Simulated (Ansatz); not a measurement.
## Cs2PbI2BrCl: complex band structure

Aim: relax a made-up compound, Cs2PbI2BrCl, and see how good a tunnel barrier it would be. It is built by putting Br for part of the Cl in the Cs2PbI2Cl2 structure of space group I4/mmm, with the volume rescaled by atomic radii. The parent structure comes from the Materials Project.

Calculated with Ansatz 0.2.0; r2SCAN DFT, plane waves, PAW files, in the first sound run; inputs show where later runs differ.

The structure was built from a prototype and need not be the compound's stable phase.

## Step 1: Set-up

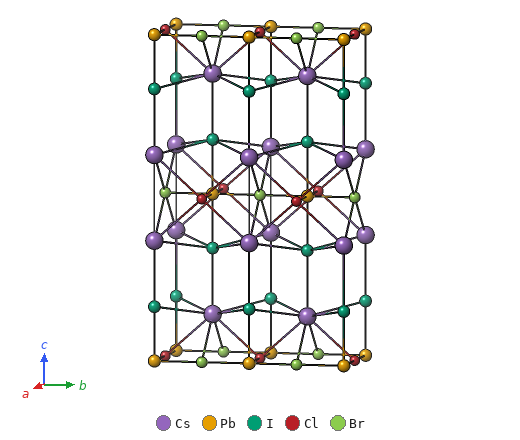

Start, viewed slightly off an axis; caesium purple, lead orange, iodine teal, chlorine red, bromine green. 1×2×1 cells are drawn. This picture shows the conventional cell, with its axes. Some periodic images of atoms are drawn too.

As a file:

```cif
data_structure
_symmetry_space_group_name_H-M 'P 1'
_symmetry_Int_Tables_number 1
_cell_length_a 10.6431
_cell_length_b 10.6431
_cell_length_c 10.6431
_cell_angle_alpha 148.309
_cell_angle_beta 148.309
_cell_angle_gamma 45.429
_cell_volume 331.64
loop_
_atom_site_label
_atom_site_type_symbol
_atom_site_fract_x
_atom_site_fract_y
_atom_site_fract_z
_atom_site_occupancy
Cs1 Cs 0.36865 0.36865 0.00000 1
Cs2 Cs 0.63135 0.63135 0.00000 1
Pb3 Pb 0.00000 0.00000 0.00000 1
I4 I 0.16633 0.16633 0.00000 1
I5 I 0.83367 0.83367 0.00000 1
Cl6 Cl 0.50000 0.00000 0.50000 1
Br7 Br 0.00000 0.50000 0.50000 1
```

## Step 2: Relaxing the new crystal

The substituted atoms don't fit the parent's cell, so cell and atoms relax together. A small smearing keeps the run stable in case the gap closes on the way.

File input.yaml:

```yaml
crystal:
  lattice:
    - [-2.9060487731, 2.9060487731, 9.8176442102]
    - [2.9060487731, -2.9060487731, 9.8176442102]
    - [2.9060487731, 2.9060487731, -9.8176442102]
  atoms:
    - { symbol: Cs, position: [0.368645, 0.368645, 0.0] }
    - { symbol: Cs, position: [0.631355, 0.631355, 0.0] }
    - { symbol: Pb, position: [0.0, 0.0, 0.0] }
    - { symbol: I, position: [0.166328, 0.166328, 0.0] }
    - { symbol: I, position: [0.833672, 0.833672, 0.0] }
    - { symbol: Cl, position: [0.5, 0.0, 0.5] }
    - { symbol: Br, position: [0.0, 0.5, 0.5] }
kpoints:
  mp_grid: { grid: [6, 6, 6] }
scf:
  occupations: { method: gaussian, width: 0.03 }
hamiltonian:
  xc: r2scan
output:
  forces: true
  stress: true
relax:
  f_tol: 0.02
  max_steps: 60
  cell: {}
```

The run is started by

```bash
ansatz run input.yaml --threads 2 --pin off --max-ram 4096MiB --backend cpu --events-out ev --progress --plain --runs-dir out
```

Numbers of over 12 decimals in the logs are rounded to 6 here.

The log of the run:

```text
basis.fft_grid_basis auto: the FFT boxes are laid along the combinations [[1, 0, 1], [0, 1, 1], [0, 0, 1]] of the cell's own vectors, 5.812, 5.812 and 10.643 Å long. The dense box has 45×45×80 points. Along the cell's own vectors, as sized, it would have 80×80×80, 3.16 times as many. Of the 8 symmetry operations that the crystal satisfies within crystal.symmetry.tolerance (time reversal apart; of a slab, those that k [...]
Engine: ansatz 0.2.0, x86_64-unknown-linux-gnu
Pseudopotentials: kind: paw
Pseudopotential: Cs, paw, valence charge 9, recommended cutoff 500 eV (meta_gga), Cs.paw.azcp
Pseudopotential: Pb, paw, valence charge 14, recommended cutoff 500 eV (meta_gga), Pb.paw.azcp
Pseudopotential: I, paw, valence charge 17, recommended cutoff 500 eV (meta_gga), I.paw.azcp
Pseudopotential: Cl, paw, valence charge 7, recommended cutoff 500 eV (meta_gga), Cl.paw.azcp
Pseudopotential: Br, paw, valence charge 7, recommended cutoff 500 eV (meta_gga), Br.paw.azcp
Functional definition: r2SCAN
  parameter k0 = 0.174
  parameter k1 = 0.065
  parameter a1 = 4.9479
  exchange = r2scan_x(k0 = k0, k1 = k1, a1 = a1)
  correlation = r2scan_c
Crystal: 7 atoms, lattice volume = 331.645 Å³
Basis set: ecut = 500 eV, 8435 PW (Γ), FFT grids on a1+a3, a2+a3, a3, exchange–correlation on 180×180×320 points (64 copies of the dense FFT grid, shifted against one another)
Bands: 48, of which v1, the nominal top of the filled ones, is band 40 counted from 1 (39 counted from 0)
Symmetry: 8 space group operations
Space group: Immm (ITA 71), of the structure as read, at distance tolerance 6.9e-5 Å
k-points: 46 of 216
Non-local potential: Cs, projectors of the file, l = 0: 3, l = 1: 2, l = 2: 2, l = 3: 2
Non-local potential: Pb, projectors of the file, l = 0: 2, l = 1: 2, l = 2: 2, l = 3: 2
Non-local potential: I, projectors of the file, l = 0: 2, l = 1: 2, l = 2: 2, l = 3: 2
Non-local potential: Cl, projectors of the file, l = 0: 2, l = 1: 2, l = 2: 2
Non-local potential: Br, projectors of the file, l = 0: 2, l = 1: 2, l = 2: 2
PAW form: soft (Blöchl's): semilocal exchange-correlation on the pseudo side does not see the compensation charge
PAW frozen core: Cs, regenerated for the run's functional (the file was generated under x = pbe(κ = 0.804, μ = 0.219515), c = pbe(β = 0.066725))
PAW frozen core: Pb, regenerated for the run's functional (the file was generated under x = pbe(κ = 0.804, μ = 0.219515), c = pbe(β = 0.066725))
PAW frozen core: I, regenerated for the run's functional (the file was generated under x = pbe(κ = 0.804, μ = 0.219515), c = pbe(β = 0.066725))
PAW frozen core: Cl, regenerated for the run's functional (the file was generated under x = pbe(κ = 0.804, μ = 0.219515), c = pbe(β = 0.066725))
PAW frozen core: Br, regenerated for the run's functional (the file was generated under x = pbe(κ = 0.804, μ = 0.219515), c = pbe(β = 0.066725))
PAW one-centre angular grid: Cs, 302 points (default); XC on 160 Gauss nodes
PAW one-centre angular grid: Pb, 590 points (default); XC on 160 Gauss nodes
PAW one-centre angular grid: I, 590 points (default); XC on 160 Gauss nodes
PAW one-centre angular grid: Cl, 302 points (default); XC on 160 Gauss nodes
PAW one-centre angular grid: Br, 302 points (default); XC on 160 Gauss nodes
Initial density: superposition of atomic densities (neutral atoms: chi_scale 0, normalization atom), corrected by the library's trained network
Initial wavefunctions: pseudopotential atomic-orbital guess
Functional: x = r2scan, c = r2scan; τ floored in thin density (d = 2e-4 eV/Å³)
SCF iter   1: F=—  HF=-42236.200221 eV  |F-HF|=—  |Δ(HF+E_count)|=         —  Δρ=3.13e-3  dr2=2.85e-2  dr2_τ=6.53e-3  ethr=1.77e-3  ⟨swp⟩=12.8  Hψ=12023  notcnv=0  defer=16
preconditioner: auto → Resta (q_TF=auto, 2.153 Å⁻¹)  ε∞=2.8  [insulator: Δε(μ)=2.650 eV  Ē_g=9.951 eV  σ=0.030 eV  W_gap=1.00  n_scr=50 (ndim 8)  ℏωp=13.2 eV  f_vac=0.135  D(μ)=0.00/eV (n_scr^D=0)  ε∞_Penn≈2.8]
SCF iter   2: F=—  HF=-42236.226291 eV  |F-HF|=—  |Δ(HF+E_count)|=   2.61e-2  Δρ=1.40e-3  dr2=6.37e-3  dr2_τ=2.50e-4  ethr=3.56e-5  ⟨swp⟩=3.7  Hψ=4515  notcnv=0  defer=111
SCF iter   3: F=—  HF=-42236.225058 eV  |F-HF|=—  |Δ(HF+E_count)|=   1.23e-3  Δρ=2.96e-4  dr2=2.42e-4  dr2_τ=4.23e-5  ethr=7.96e-6  ⟨swp⟩=2.0  Hψ=3734  notcnv=0  defer=65
automatic band count: iteration 3 solves 47 bands in place of 48: the levels show a gap, and the empty bands left out lie too high to hold charge; the band table lists the bands solved (type scf.n_extra_bands for more)
SCF iter   4: F=—  HF=-42236.225156 eV  |F-HF|=—  |Δ(HF+E_count)|=   9.81e-5  Δρ=8.24e-5  dr2=2.54e-5  dr2_τ=2.47e-6  ethr=3.02e-7  ⟨swp⟩=2.0  Hψ=3476  notcnv=0  defer=65
SCF iter   5: F=—  HF=-42236.225176 eV  |F-HF|=—  |Δ(HF+E_count)|=   1.98e-5  Δρ=2.14e-5  dr2=1.70e-6  dr2_τ=5.99e-8  ethr=3.18e-8  ⟨swp⟩=2.0  Hψ=3158  notcnv=0  defer=65
SCF iter   6: F=-42236.225178 eV  HF=-42236.225178 eV  |F-HF|=6.44e-8  |Δ(HF+E_count)|=   1.69e-6  Δρ=4.34e-6  dr2=9.27e-8  dr2_τ=3.99e-9  ethr=1.25e-10  ⟨swp⟩=4.0  Hψ=10512  notcnv=0
SCF 1 converged in 6 iterations: F = -42236.225178 eV  dr2 = 9.27e-8
  greatest PAW one-centre occupation: 0.999 electrons in one spin orbital (limit 2), on the I atom at site 4 (counted from 0), in its partial waves of l = 2
relax step   1: F+E_penalty+E_count = -42236.22517800 eV  Δ(F+E_penalty+E_count) = +0.000e0 eV  max|allowed force component| = 9.462e-2 eV/Å  Δτ_max = 0.0000 Å  P = -0.256 GPa  Ω = 331.645 Å³  (6 SCF iters, dr2 threshold 1.00e-7 eV, accepted)
Crystal: 7 atoms, lattice volume = 329.496 Å³
Basis set: ecut = 500 eV, 8387 PW (Γ), FFT grids on a1+a3, a2+a3, a3, exchange–correlation on 180×180×320 points (64 copies of the dense FFT grid, shifted against one another)
Initial density: handed on by an earlier stage of this run
Initial wavefunctions: those handed on with the density
iter 1 solved again at ethr=2.57e-6 eV; its pass at ethr=3.10e-3 eV (dr2=2.06e-3 eV) is discarded
SCF iter   1: F=—  HF=-42236.239929 eV  |F-HF|=—  |Δ(HF+E_count)|=         —  Δρ=5.30e-4  dr2=2.12e-3  dr2_τ=5.07e-3  ethr=2.57e-6  ⟨swp⟩=3.4  Hψ=13614  notcnv=0
automatic band count: iteration 1 solves 47 bands in place of 48: the levels show a gap, and the empty bands left out lie too high to hold charge; the band table lists the bands solved (type scf.n_extra_bands for more)
preconditioner: auto → Resta (q_TF=auto, 2.155 Å⁻¹)  ε∞=2.7  [insulator: Δε(μ)=2.661 eV  Ē_g=10.670 eV  σ=0.030 eV  W_gap=1.00  n_scr=52 (ndim 8)  ℏωp=13.9 eV  f_vac=0.135  D(μ)=0.00/eV (n_scr^D=0)  ε∞_Penn≈2.7]
SCF iter   2: F=—  HF=-42236.250679 eV  |F-HF|=—  |Δ(HF+E_count)|=   1.08e-2  Δρ=2.73e-4  dr2=4.07e-4  dr2_τ=1.58e-5  ethr=2.57e-6  ⟨swp⟩=2.2  Hψ=3878  notcnv=0
SCF iter   3: F=—  HF=-42236.250628 eV  |F-HF|=—  |Δ(HF+E_count)|=   5.07e-5  Δρ=8.52e-5  dr2=4.41e-5  dr2_τ=2.67e-6  ethr=5.09e-7  ⟨swp⟩=2.0  Hψ=3026  notcnv=0
SCF iter   4: F=—  HF=-42236.250650 eV  |F-HF|=—  |Δ(HF+E_count)|=   2.16e-5  Δρ=3.23e-5  dr2=5.19e-6  dr2_τ=2.51e-7  ethr=5.52e-8  ⟨swp⟩=2.0  Hψ=3541  notcnv=0
SCF iter   5: F=-42236.250655 eV  HF=-42236.250654 eV  |F-HF|=3.29e-7  |Δ(HF+E_count)|=   4.71e-6  Δρ=8.82e-6  dr2=2.96e-7  dr2_τ=2.11e-8  ethr=8.75e-10  ⟨swp⟩=5.2  Hψ=8316  notcnv=0
SCF 2 converged in 5 iterations: F = -42236.250655 eV  dr2 = 2.96e-7
relax step   2: F+E_penalty+E_count = -42236.25065480 eV  Δ(F+E_penalty+E_count) = -2.548e-2 eV  max|allowed force component| = 2.467e-2 eV/Å  Δτ_max = 0.0113 Å  P = -0.153 GPa  Ω = 329.496 Å³  energy of the carried Pulay correction = +1.292e-4 eV  (5 SCF iters, dr2 threshold 7.00e-7 eV, accepted)
Crystal: 7 atoms, lattice volume = 325.330 Å³
Basis set: ecut = 500 eV, 8267 PW (Γ), FFT grids on a1+a3, a2+a3, a3, exchange–correlation on 180×180×320 points (64 copies of the dense FFT grid, shifted against one another)
iter 1 solved again at ethr=4.31e-6 eV; its pass at ethr=3.10e-3 eV (dr2=3.45e-3 eV) is discarded
SCF iter   1: F=—  HF=-42236.244968 eV  |F-HF|=—  |Δ(HF+E_count)|=         —  Δρ=6.55e-4  dr2=3.55e-3  dr2_τ=1.02e-2  ethr=4.31e-6  ⟨swp⟩=3.2  Hψ=13336  notcnv=0
automatic band count: iteration 1 solves 46 bands in place of 48: the levels show a gap, and the empty bands left out lie too high to hold charge; the band table lists the bands solved (type scf.n_extra_bands for more)
preconditioner: auto → Resta (q_TF=auto, 2.159 Å⁻¹)  ε∞=2.8  [insulator: Δε(μ)=2.597 eV  Ē_g=10.530 eV  σ=0.030 eV  W_gap=1.00  n_scr=52 (ndim 8)  ℏωp=14.0 eV  f_vac=0.130  D(μ)=0.00/eV (n_scr^D=0)  ε∞_Penn≈2.8]
SCF iter   2: F=—  HF=-42236.262230 eV  |F-HF|=—  |Δ(HF+E_count)|=   1.73e-2  Δρ=3.94e-4  dr2=1.23e-3  dr2_τ=3.00e-5  ethr=4.31e-6  ⟨swp⟩=3.0  Hψ=3960  notcnv=0
SCF iter   3: F=—  HF=-42236.261945 eV  |F-HF|=—  |Δ(HF+E_count)|=   2.85e-4  Δρ=1.21e-4  dr2=1.03e-4  dr2_τ=1.30e-5  ethr=1.54e-6  ⟨swp⟩=2.0  Hψ=3176  notcnv=0
SCF iter   4: F=—  HF=-42236.261989 eV  |F-HF|=—  |Δ(HF+E_count)|=   4.45e-5  Δρ=5.60e-5  dr2=1.38e-5  dr2_τ=3.61e-7  ethr=1.29e-7  ⟨swp⟩=2.0  Hψ=3137  notcnv=0
SCF iter   5: F=—  HF=-42236.262002 eV  |F-HF|=—  |Δ(HF+E_count)|=   1.30e-5  Δρ=1.43e-5  dr2=6.95e-7  dr2_τ=6.00e-8  ethr=1.72e-8  ⟨swp⟩=2.0  Hψ=3492  notcnv=0
SCF iter   6: F=-42236.262003 eV  HF=-42236.262003 eV  |F-HF|=2.28e-8  |Δ(HF+E_count)|=   8.91e-7  Δρ=4.10e-6  dr2=6.71e-8  dr2_τ=2.57e-9  ethr=4.38e-10  ⟨swp⟩=5.2  Hψ=8346  notcnv=0
SCF 3 converged in 6 iterations: F = -42236.262003 eV  dr2 = 6.71e-8
relax step   3: F+E_penalty+E_count = -42236.26200324 eV  Δ(F+E_penalty+E_count) = -1.135e-2 eV  max|allowed force component| = 3.561e-3 eV/Å  Δτ_max = 0.0146 Å  P = +0.016 GPa  Ω = 325.330 Å³  energy of the carried Pulay correction = +3.820e-4 eV  (6 SCF iters, dr2 threshold 3.50e-7 eV, accepted)
[...]
relax step   4: F+E_penalty+E_count = -42236.26222062 eV  Δ(F+E_penalty+E_count) = -2.174e-4 eV  max|allowed force component| = 1.868e-3 eV/Å  Δτ_max = 0.0023 Å  P = -0.009 GPa  Ω = 325.691 Å³  energy of the carried Pulay correction = +3.600e-4 eV  (5 SCF iters, dr2 threshold 1.51e-8 eV, accepted)
Initial wavefunctions: pseudopotential atomic-orbital guess (no wavefunctions were taken with the density)
iter 1 solved again at ethr=1.24e-7 eV; its pass at ethr=3.10e-3 eV (dr2=9.89e-5 eV) is discarded
SCF iter   1: F=—  HF=-42236.261427 eV  |F-HF|=—  |Δ(HF+E_count)|=         —  Δρ=5.49e-5  dr2=3.48e-7  dr2_τ=7.61e-7  ethr=1.24e-7  ⟨swp⟩=4.2  Hψ=19400  notcnv=0
preconditioner: auto → Resta (q_TF=auto, 2.159 Å⁻¹)  ε∞=2.7  [insulator: Δε(μ)=2.582 eV  Ē_g=10.846 eV  σ=0.030 eV  W_gap=1.00  n_scr=52 (ndim 8)  ℏωp=14.0 eV  f_vac=0.130  D(μ)=0.00/eV (n_scr^D=0)  ε∞_Penn≈2.7]
SCF iter   2: F=—  HF=-42236.261878 eV  |F-HF|=—  |Δ(HF+E_count)|=   4.52e-4  Δρ=2.78e-5  dr2=8.18e-8  dr2_τ=9.42e-7  ethr=4.35e-10  ⟨swp⟩=2.9  Hψ=4933  notcnv=0
SCF iter   3: F=—  HF=-42236.261897 eV  |F-HF|=—  |Δ(HF+E_count)|=   1.89e-5  Δρ=4.02e-6  dr2=3.39e-9  dr2_τ=1.81e-8  ethr=1.02e-10  ⟨swp⟩=2.0  Hψ=3588  notcnv=0
SCF iter   4: F=—  HF=-42236.261898 eV  |F-HF|=—  |Δ(HF+E_count)|=   2.76e-7  Δρ=2.75e-7  dr2=2.02e-10  dr2_τ=2.98e-11  ethr=4.24e-12  ⟨swp⟩=2.0  Hψ=3680  notcnv=0
SCF iter   5: F=-42236.261898 eV  HF=-42236.261898 eV  |F-HF|=5.82e-11  |Δ(HF+E_count)|=  5.82e-11  Δρ=7.54e-8  dr2=3.66e-11  dr2_τ=1.25e-12  ethr=1.00e-12  ⟨swp⟩=5.0  Hψ=8920  notcnv=0
SCF 5 converged in 5 iterations: F = -42236.261898 eV  dr2 = 3.66e-11
relax step   5: F+E_penalty+E_count = -42236.26189762 eV  Δ(F+E_penalty+E_count) = +3.230e-4 eV  max|allowed force component| = 1.846e-3 eV/Å  Δτ_max = 0.0000 Å  P = -0.010 GPa  Ω = 325.691 Å³  stress off target by 2.81e-2 GPa  SCF on the basis re-selected at this cell (its energy is not comparable with the rows above)  (5 SCF iters)
basis re-selected at this cell: Δ(F+E_penalty+E_count) = +3.230e-4 eV, ΔP = -0.000 GPa vs the last step (what re-selecting the basis moved, of the pressure what is left beyond the Pulay correction that the steps carried, after the strain that the cell walked since its last selection, with what the two solves' SCF thresholds leave and, on support functions, any second-order correction that the steps lacked; it is no m [...]
SCF converged after 5 iterations
Free energy (F): -42236.261898 eV
Harris-Foulkes:  -42236.261898 eV  (|F-HF|=5.82e-11)
Internal energy: -42236.261898 eV  (E = F + TS)
E sigma→0 (E₀):  -42236.261898 eV
Fermi energy:    4.156917 eV
--- Per-component energies (eV) ---
  E_band       = -1162.686856
  E_kinetic    = 1242.388411
  E_local      = -7596.388859  (includes V_loc(G=0)·N_el)
  E_nonlocal   = 327.022056
  E_hartree    = 3500.823409
  E_xc         = -1131.696295
  E_vxc        = -951.500805  (∫ρ·V_xc dr)
  E_paw        = -33231.865650  (= ΣΔE_a)
  E_vpaw       = -1239.675524  (= ΣTr[D̂ρ^β])
  E_aug_tail   = 0.000001  (compensation charges beyond the density's cutoff)
  E_vtau       = 53.820888  (kinetic-family band-sum trace: ∫τ·v_τ [+ j·A + Jᵃ·Aᵃ] dr)
  E_ewald      = -5347.461736
  E_core_change = 0.916766  (= ΣΔE_core)
  E_smearing   = -0.000000  (= −TS)
  E_closure    = 0.000000  (closes the sum)
  Σ components = -42236.261898   (vs F -42236.261898, Δ=0.00e0)
--- Forces (eV/Å), atoms counted from 1 ---
  atom   1  Cs     0.00000000     0.00000000     0.00184562
  atom   2  Cs     0.00000000     0.00000000    -0.00184562
  atom   3  Pb     0.00000000     0.00000000    -0.00000000
  atom   4  I      0.00000000     0.00000000    -0.00135499
  atom   5  I      0.00000000     0.00000000     0.00135499
  atom   6  Cl     0.00000000     0.00000000     0.00000000
  atom   7  Br     0.00000000     0.00000000     0.00000000
  max |Σ_I F_I| component: 2.17e-19 eV/Å
--- Stress (GPa, compression-positive) ---
       -0.007480       0.000000       0.000000
        0.000000       0.006150       0.000000
        0.000000       0.000000      -0.028107
  P = ⅓ Tr σ = -0.0098 GPa (-0.098 kbar)
--- Relaxed structure (4 steps of the walk, 4 accepted, 1 SCFs on fresh bases) ---
  F+E_penalty+E_count = -42236.26189762 eV   max|allowed force component| = 1.846e-3 eV/Å   (the final SCF, on the basis selected at the relaxed cell)
  cell:  # Å, volume = 325.6914 Å³
    - [-2.962890, 2.843801, 9.663437]
    - [2.962890, -2.843801, 9.663437]
    - [2.962890, 2.843801, -9.663437]
  atoms:
    - { symbol: Cs, position: [0.367259270543, 0.367259270543, 0.0] }
    - { symbol: Cs, position: [0.632740729457, 0.632740729457, 0.0] }
    - { symbol: Pb, position: [0, 0, 0.0] }
    - { symbol: I, position: [0.166685, 0.166685, 0.0] }
    - { symbol: I, position: [0.833315, 0.833315, 0.0] }
    - { symbol: Cl, position: [0.5, 0, 0.5] }
    - { symbol: Br, position: [0, 0.5, 0.5] }
```

Elapsed: 57 s, on 2 threads of AMD EPYC 9R45, shared host; peak memory 1.7 GiB.

Step by step:

```tsv
step	energy less that of the first step (eV)	largest force component (eV/Å)	pressure (GPa)	volume (Å³)
1	0.0000	0.0946	-0.26	331.64
2	-0.0255	0.0247	-0.15	329.50
3	-0.0368	0.0036	0.02	325.33
4	-0.0370	0.0019	-0.01	325.69
5*	-0.0367	0.0018	-0.01	325.69
```

Relaxation steps marked * repeat the geometry before them on a plane-wave basis chosen anew for their cell, so energy and pressure can jump there.

Forces are held to the 8 operations that the run works with; a distortion that breaks them can't arise in this run.

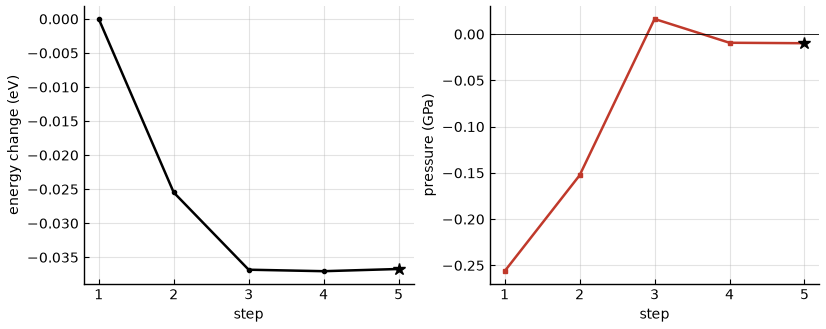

Energy and pressure along the relaxation. Stars mark steps on a basis chosen anew.

```tsv
conventional cell, symmetrised	before	after	change
a (Å)	5.812	5.688	-2.1 %
b (Å)	5.812	5.926	+2.0 %
c (Å)	19.635	19.327	-1.6 %
volume (Å³/atom)	47.38	46.53	-1.8 %
```

The atoms that moved most (Å, as changes of fractional coordinates times the final cell):

```tsv
atom	dx	dy	dz	length
Cs1	0.000	0.000	-0.027	0.027
Cs2	0.000	0.000	0.027	0.027
I5	0.000	0.000	-0.007	0.007
I4	0.000	0.000	0.007	0.007
```

Numbers from this step:

| Property | Result |
| --- | --- |
| free energy | -42236.2619 eV |
| Fermi energy | 4.157 eV |
| pressure | -0.009812 GPa |

The largest force component on a free atom ends at 0.0018 eV/Å.

[end of part 1 of 2]

[Logs are printed without paths, hosts, clocks, repeated set-up lines and the standing remarks that a program may print on its own settings, such as how far it seeks lower states.]

[Hosts, paths, dates, database ids (printed as entryN), source tags and the programs' standing remarks are cut or masked in the printed files.]
